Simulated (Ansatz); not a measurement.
## Sensitivity of the G0W0 gap of AsP (buckled honeycomb monolayer)

Aim: change settings of a G0W0 run on AsP (buckled honeycomb monolayer) and see what moves.

Program: Ansatz 0.2.0. Level of theory: G0W0 on PBEsol, plane waves, PAW; PAW set soft_1. Results are calculated unless marked as measured.

**1. Starting point**

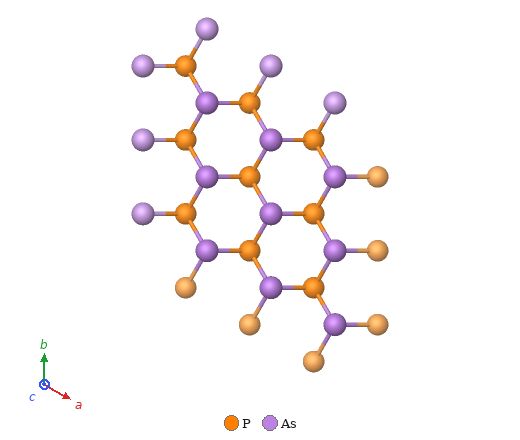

The starting structure, seen from above (phosphorus orange, arsenic purple). 3×3×1 cells are drawn. Some periodic images of atoms are drawn too.

The cell holds 2 atoms: 1 P and 1 As. Its edges and angles: a = 3.401 Å, b = 3.401 Å, c = 25.800 Å, α = 90.0°, β = 90.0°, γ = 120.0°. Vacuum lies along c.

The structure was relaxed with PBEsol. The runs that relaxed it are not among those shown. The Coulomb interaction is cut off across the vacuum.

**2. The base run: 6×6×1 mesh, 232 empty bands, screening to 54 eV, PAW set soft_1 files**

G0W0 replaces the xc potential by the self-energy, built once from these orbitals. Only a window of levels is corrected, while the sums run over the empty bands that the input names. This step takes PAW set soft_1 files.

input.yaml

```yaml
crystal:
  lattice:
    - [3.4011980971, 0.0, 0.0]
    - [-1.7005990485, 2.9455239554, 0.0]
    - [0.0, 0.0, 25.8]
  atoms:
    - { symbol: P, position: [0.3333333333, 0.6666666667, 0.4744223159] }
    - { symbol: As, position: [0.6666666667, 0.3333333333, 0.5255776841] }
  periodic: [true, true, false]
kpoints:
  mp_grid: { grid: [6, 6, 1] }
hamiltonian:
  xc: pbesol
  pseudopotentials: { kind: paw, azcp: { folder: soft_1 }, xc_functional: pbe }
scf:
  occupations: { method: fixed }
gw:
  n_empty_bands: 232
  ecut_chi: 54.0
  qp_bands: [v2, c2]
  qp_kpoints: band_edges
  screening: { model: contour_deformation }
```

Run with:

```sh
$ ansatz run input.yaml --threads 4 --pin off --max-ram 17510MiB --backend cpu --events-out ev --progress --plain --runs-dir out
```

Numbers of over 12 decimals in the logs are rounded to 6 here.

What it wrote:

```text
Engine: ansatz 0.2.0, aarch64-unknown-linux-gnu
Pseudopotentials: kind: paw
Pseudopotential: P, paw, valence charge 5, recommended cutoff 420 eV (normal), soft_1/P.paw.azcp
Pseudopotential: As, paw, valence charge 15, recommended cutoff 420 eV (normal), soft_1/As.paw.azcp
Functional definition: PBEsol
  exchange = pbesol_x
  correlation = pbesol_c
Crystal: 2 atoms, lattice volume = 258.472 Å³
Basis set: ecut = 420 eV, 5091 PW (Γ)
Bands: 14, of which v1, the nominal top of the filled ones, is band 10 counted from 1 (9 counted from 0)
Symmetry: 6 space group operations
Space group: P3m1 (ITA 156), of the structure as read, at distance tolerance 6.4e-5 Å
k-points: 7 of 36 (time reversal used)
Non-local potential: P, projectors of the file, l = 0: 2, l = 1: 2, l = 2: 1
Non-local potential: As, projectors of the file, l = 0: 2, l = 1: 2, l = 2: 3, l = 3: 1
PAW form: soft (Blöchl's): semilocal exchange-correlation on the pseudo side does not see the compensation charge
PAW frozen core: P, regenerated for the run's functional, and the local potential with it (the file was generated under x = pbe(κ = 0.804, μ = 0.219515), c = pbe(β = 0.066725))
PAW frozen core: As, regenerated for the run's functional, and the local potential with it (the file was generated under x = pbe(κ = 0.804, μ = 0.219515), c = pbe(β = 0.066725))
PAW one-centre angular grid: P, 110 points (default); XC on 64 Gauss nodes
PAW one-centre angular grid: As, 590 points (default); XC on 64 Gauss nodes
Initial density: superposition of atomic densities (neutral atoms: chi_scale 0, normalization atom)
Initial wavefunctions: pseudopotential atomic-orbital guess
Functional: x = pbesol(κ = 0.804, μ = 0.123457), c = pbesol(β = 0.046)
iter 1 solved again at ethr=2.52e-3 eV; its pass at ethr=3.10e-3 eV (dr2=5.04e-1 eV) is discarded
SCF iter   1: F=—  HF=-5552.901172 eV  |F-HF|=—  |Δ(HF+E_count)|=         —  Δρ=1.35e-2  dr2=5.02e-1  ethr=2.52e-3  ⟨swp⟩=1.3  Hψ=795  notcnv=0  defer=8
preconditioner: auto → none  [insulator: Δε(μ)=1.877 eV  Ē_g=9.976 eV  n_scr=14 (ndim 8)  ℏωp=7.3 eV  f_vac=0.773  ε∞_Penn≈1.5]
SCF iter   2: F=—  HF=-5552.936371 eV  |F-HF|=—  |Δ(HF+E_count)|=   3.52e-2  Δρ=8.77e-3  dr2=1.16e0  ethr=2.51e-3  ⟨swp⟩=3.9  Hψ=248  notcnv=0  defer=12  recentre
SCF iter   3: F=—  HF=-5552.861237 eV  |F-HF|=—  |Δ(HF+E_count)|=   7.51e-2  Δρ=8.36e-3  dr2=4.96e-1  ethr=2.51e-3  ⟨swp⟩=4.0  Hψ=208  notcnv=0  defer=12
SCF iter   4: F=—  HF=-5552.788001 eV  |F-HF|=—  |Δ(HF+E_count)|=   7.32e-2  Δρ=2.72e-3  dr2=1.15e-2  ethr=2.48e-3  ⟨swp⟩=2.4  Hψ=166  notcnv=0  defer=12
SCF iter   5: F=—  HF=-5552.787452 eV  |F-HF|=—  |Δ(HF+E_count)|=   5.49e-4  Δρ=6.38e-4  dr2=3.64e-3  ethr=5.77e-5  ⟨swp⟩=3.1  Hψ=187  notcnv=0  defer=13
[...]
SCF 1 converged in 9 iterations: F = -5552.786890 eV  dr2 = 6.90e-8
[...]
NSCF: frozen V_eff on 7 k-points
G₀W₀ screening: q 1/7
[... further progress lines ...]
SCF converged after 9 iterations
Free energy (F): -5552.786890 eV
Harris-Foulkes:  -5552.786890 eV  (|F-HF|=6.14e-8)
Internal energy: -5552.786890 eV  (E = F + TS)
E sigma→0 (E₀):  -5552.786890 eV
Fermi energy:    -5.703075 eV
--- Per-component energies (eV) ---
  E_band       = -518.099395
  E_kinetic    = 163.973010
  E_local      = -22289.828317  (includes V_loc(G=0)·N_el)
  E_nonlocal   = -358.536838
  E_hartree    = 11110.291640
  E_xc         = -140.825031
  E_vxc        = -132.978010  (∫ρ·V_xc dr)
  E_paw        = -2514.521797  (= ΣΔE_a)
  E_vpaw       = -121.309561  (= ΣTr[D̂ρ^β])
  E_aug_tail   = -0.000006  (compensation charges beyond the density's cutoff)
  E_ewald      = 8475.647924
  E_core_change = 1.012526  (= ΣΔE_core)
  E_smearing   = -0.000000  (= −TS)
  E_closure    = -0.000000  (closes the sum)
  Σ components = -5552.786890   (vs F -5552.786890, Δ=0.00e0)
--- Band table (eV; the first three rows and the last of 7) ---
  k-point 0: bands = [... 6 lower, -12.5694, -6.3484, -5.7031, -5.7031, -2.8133, -1.9224, -1.9224, -0.6892]
  k-point 1: bands = [... 6 lower, -12.4101, -8.1661, -6.4628, -6.1365, -3.1228, -1.1343 (-1.1343°), -0.8382, -0.1151]
  k-point 2: bands = [... 6 lower, -13.1475, -9.7484, -7.4394, -6.3120, -4.0255, -1.7662, -0.6997, 0.9998]
  k-point 6: bands = [... 6 lower, -15.2557, -10.7406, -7.7268, -7.6508, -3.7907, -0.7658, -0.6283, 2.5367]
  ° read free of the cell's end (the report's vacuum.weakly_bound_levels)
--- G₀W₀: contour deformation, 6 samples at zero and on the imaginary axis and 2 off it, 36 q-points, 232 empty bands' worth ---
  eigenvalues of the whole cell's RPA ε∞ on this k-mesh (on a slab, of 1 + 4πα/V) = 1.1411, 3.5726, 3.5726; static W/v taken at q = 0 is 0.504580
  gw.qp_kpoints: band_edges: 7 of 7 stored k-points solved, in 1 pass; an edge of the gap read off the rows below is read off those points alone
    ik  band        ε_KS         Σx   Σc(E_QP)       V_xc       Z   E_QP_lin       E_QP  E_QP is
     0     9     -5.7031   -16.5820     1.1763   -15.1834  0.7413    -5.9264    -5.9254  root
     0    10     -5.7031   -16.5820     1.1763   -15.1834  0.7413    -5.9264    -5.9254  root
     0    11     -2.8133    -9.8280    -3.7975   -14.5616  0.7499    -1.8521    -1.8773  root
     0    12     -1.9224    -9.3387    -4.0079   -14.2018  0.7147    -1.0488    -1.0672  root
     1     9     -6.4628   -16.4303     1.3959   -14.7706  0.7347    -6.7284    -6.7267  root
     1    10     -6.1365   -14.1417     1.6141   -11.9860  0.7224    -6.6871    -6.6781  root
     1    11     -3.1228    -9.0609    -3.5661   -13.4236  0.7397    -2.3066    -2.3263  root
     1    12     -1.1343    -9.4624    -4.3140   -14.6310  0.6997    -0.2576    -0.2797  root
[...]
6     9     -7.7268   -16.0877     2.1086   -13.5692  0.7014    -8.1428    -8.1367  root
     6    10     -7.6508   -15.9848     2.2857   -13.2729  0.6848    -8.0806    -8.0770  root
     6    11     -3.7907    -7.4135    -3.2442   -11.2860  0.7447    -3.1529    -3.1624  root
     6    12     -0.7658    -7.2631    -4.1103   -12.0244  0.7254    -0.1035    -0.1148  root
```

Wall time 46 s (4 threads of Arm Neoverse V1, shared host); peak memory 1.7 GiB; 2.9 min of CPU time.

In the SCF lines HF is the Harris–Foulkes energy and dr2 the Hartree energy of the density residual, in eV; the loop may stop once dr2 is under the threshold and the program's other checks hold. Hψ counts applications of the Hamiltonian.

This step gave:

* bands summed: 242
* plane waves in the screening matrix: 211
* q-points in the mesh: 36
* G0W0 gap on the mesh: 2.560 eV
* k of the valence top: 0, 0, 0
* k of the conduction bottom: 0, 0.3333, 0
* starting gap on the mesh: 1.678 eV
* Z at the valence top: 0.7413
* Z at the conduction bottom: 0.7507
* least direct G0W0 gap on the computed points: 3.371 eV

The gap on the mesh goes from 1.68 eV to 2.56 eV, a correction of +0.88 eV. Between the two edge states, bare exchange in place of the xc potential would open the gap by 5.25 eV, and correlation takes back 4.37 eV.

**3. Variant: frequency model**

input.yaml, as its differences from that of step 2:

```diff
@@ -21,2 +21,2 @@
   qp_kpoints: band_edges
-  screening: { model: contour_deformation }
+  screening: { model: godby_needs }
```

What it wrote:

```text
[...]
Crystal: 2 atoms, lattice volume = 258.472 Å³
Basis set: ecut = 420 eV, 5091 PW (Γ)
Bands: 14, of which v1, the nominal top of the filled ones, is band 10 counted from 1 (9 counted from 0)
[... 1 set-up line as in the run before ...]
[...]
k-points: 7 of 36 (time reversal used)
[...]
SCF iter   9: F=-5552.786890 eV  HF=-5552.786890 eV  |F-HF|=6.14e-8  |Δ(HF+E_count)|=   5.84e-8  Δρ=2.65e-6  dr2=6.90e-8  ethr=5.00e-10  ⟨swp⟩=13.1  Hψ=722  notcnv=0
SCF 1 converged in 9 iterations: F = -5552.786890 eV  dr2 = 6.90e-8
[...]
NSCF: frozen V_eff on 7 k-points
G₀W₀ screening: q 1/7
[... further progress lines ...]
SCF converged after 9 iterations
Free energy (F): -5552.786890 eV
[...]
Internal energy: -5552.786890 eV  (E = F + TS)
E sigma→0 (E₀):  -5552.786890 eV
Fermi energy:    -5.703075 eV
[...]
--- Band table (eV; the first three rows and the last of 7) ---
  k-point 0: bands = [... 6 lower, -12.5694, -6.3484, -5.7031, -5.7031, -2.8133, -1.9224, -1.9224, -0.6892]
  k-point 1: bands = [... 6 lower, -12.4101, -8.1661, -6.4628, -6.1365, -3.1228, -1.1343 (-1.1343°), -0.8382, -0.1151]
  k-point 2: bands = [... 6 lower, -13.1475, -9.7484, -7.4394, -6.3120, -4.0255, -1.7662, -0.6997, 0.9998]
  k-point 6: bands = [... 6 lower, -15.2557, -10.7406, -7.7268, -7.6508, -3.7907, -0.7658, -0.6283, 2.5367]
  ° read free of the cell's end (the report's vacuum.weakly_bound_levels)
--- G₀W₀: ω_p = 32.9219 eV, 36 q-points, 232 empty bands' worth ---
[...]
GN-PPA: 621638/1950091 pairs with Re ω̃² < 0 across q-mesh
[...]
0     9     -5.7031   -16.5820     1.1549   -15.1834  0.7682    -5.9473    -5.9468  root
     0    10     -5.7031   -16.5820     1.1549   -15.1834  0.7682    -5.9473    -5.9468  root
     0    11     -2.8133    -9.8280    -3.7736   -14.5616  0.7796    -1.8423    -1.8533  root
     0    12     -1.9224    -9.3387    -3.9469   -14.2018  0.7598    -0.9953    -1.0062  root
     1     9     -6.4628   -16.4303     1.3630   -14.7706  0.7649    -6.7605    -6.7596  root
     1    10     -6.1365   -14.1417     1.5179   -11.9860  0.7650    -6.7788    -6.7743  root
     1    11     -3.1228    -9.0609    -3.5505   -13.4236  0.7714    -2.3030    -2.3107  root
     1    12     -1.1343    -9.4624    -4.2128   -14.6310  0.7519    -0.1647    -0.1787  root
[...]
6     9     -7.7268   -16.0877     2.0021   -13.5692  0.7550    -8.2464    -8.2432  root
     6    10     -7.6508   -15.9848     2.1673   -13.2729  0.7473    -8.1995    -8.1954  root
     6    11     -3.7907    -7.4135    -3.2698   -11.2860  0.7749    -3.1840    -3.1880  root
     6    12     -0.7658    -7.2631    -4.0580   -12.0244  0.7674    -0.0551    -0.0625  root
```

Elapsed: 54 s, on 4 threads; peak memory 1.7 GiB.

The G0W0 gap on the mesh is 2.563 eV.

Against the base:

```
        setting                 base       variant
frequency model  contour deformation  plasmon pole
```

```
                                    quantity  variant   base
                    starting gap on the mesh    1.678  1.678
                        G0W0 gap on the mesh    2.563  2.560
least direct G0W0 gap on the computed points    3.426  3.371
                        Z at the valence top    0.768  0.741
                  Z at the conduction bottom    0.779  0.751
```

**4. Summary of results**

```yaml
base: 2.56 eV, 46 s
frequency_model: 2.56 eV, 54 s
```

Frequency model: the gap moves by +0.003 eV. All runs here use a coarse mesh and modest cutoffs; they test settings and are not final values. The mesh in the plane is coarse for a sheet; gap and any exciton binding can still move on denser ones. The many-body steps are scalar-relativistic: spin-orbit coupling is not in them.

[Paths, hosts, dates, memory and timing lines, banners, echoed tables and standing remarks are left out of the program output.]

[Logs are printed without paths, hosts, clocks, repeated set-up lines and the standing remarks that a program may print on its own settings, such as how far it seeks lower states.]

[Runs of the session that timed out or met a known fault of the program may be left out.]

[Cells called generated may have been cut or substituted from an entry of the Crystallography Open Database or the Materials Project.]

[Hosts, paths, dates, database ids (printed as entryN), source tags and the programs' standing remarks are cut or masked in the printed files.]
